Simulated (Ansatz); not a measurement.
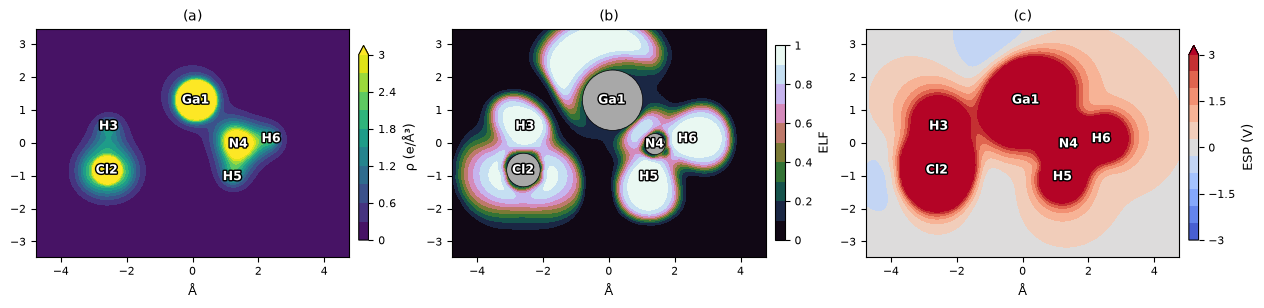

Figure 1: GaH₂N···HCl. (a) total electron density; (b) ELF; (c) molecular electrostatic potential on the molecular plane. Grey discs cover the atomic cores in the ELF map.

Not at a stationary point (largest force 1.3 eV/Å).

Level of theory: Ansatz, RKS BHLYP-D4/def2-SVP.

Input

```
crystal:
  periodic: [false, false, false]
  atoms:
    - { symbol: Ga, position_ang: [0.0, 0.0, 0.0] }
    - { symbol: Cl, position_ang: [1.5475, 0.0, 1.8865] }
    - { symbol: H, position_ang: [1.7697, 0.0, 0.0287] }
    - { symbol: "N", position_ang: [-1.6714, 0.0, -0.965] }
    - { symbol: H, position_ang: [-2.3403, -0.8164, -0.8664] }
    - { symbol: H, position_ang: [-1.9204, 0.8164, -1.5936] }
basis:
  gaussian: { orbitals: def2-SVP }
hamiltonian:
  xc: { name: BHLYP }
  dispersion: d4
relax:
  f_tol: 0.15
  max_steps: 25
  restrain:
    - { distance: [1, 2], at: 1.37, k: 30.0 }
    - { distance: [0, 1], at: 3.44, k: 30.0 }
    - { distance: [0, 2], at: 2.77, k: 30.0 }
output:
  orbitals: {}
```

Run with:

```sh
ansatz run input.yaml --threads 1 --pin off --max-ram 2048MiB --backend cpu --events-out ev --progress --plain --runs-dir out
```

The fields are those of the run's last geometry, not of the input's.

**What does the map show?**

The plane passes through Ga, Cl, H and N nuclei. Ga1···H3 (2.77 Å): the density falls to about 0.07 e/Å³ on the way; the ELF dips to about 0.05 between them. Ga–N (1.85 Å): the density is about 0.84 e/Å³ at the midpoint; the ELF peaks at about 0.90 in the valence shell of N, 0.6 Å from its nucleus, and is about 0.30 at the midpoint. N–H (1.01 Å): ρ is about 2.7 e/Å³ halfway; the ELF climbs to about 1 towards the hydrogen, as it does in any bond to H (a covalent bond by its length). Cl–H (1.33 Å): ρ at the midpoint is about 1.8 e/Å³; the ELF climbs to about 1 towards the hydrogen: an ordinary covalent bond to hydrogen. The ELF also peaks beside Cl2, away from the bonds: lone-pair regions. Outside the dense part of the complex the potential is most negative (−0.7 V) near H3.
